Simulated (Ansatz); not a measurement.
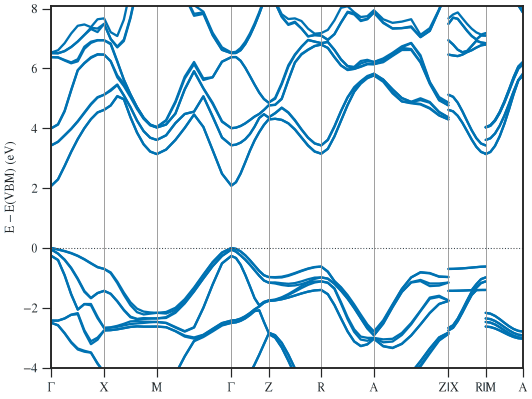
Figure: Band structure from plane-wave PAW r²SCAN with spin–orbit coupling (Ansatz code)

Question: Read off the gap and where the band edges lie.

Answer: About 2.1 eV (2.08 eV by a search for the band edges); maximum at Γ, minimum at Γ.

The material is Zn$_{2}$SeS in space group P-4m2 (No. 115; Zn on 2g, Se on 1d, S on 1b).

The first step of the workflow began from a Materials Project structure, measured or hypothetical; the Crystallography Open Database copy checked does not list it. Its standing as an ambient phase is unchecked. Symmetry was held in the r²SCAN relaxation; whether a distortion lowers the energy is not shown.

Potentials: the later of the program's two PAW sets.
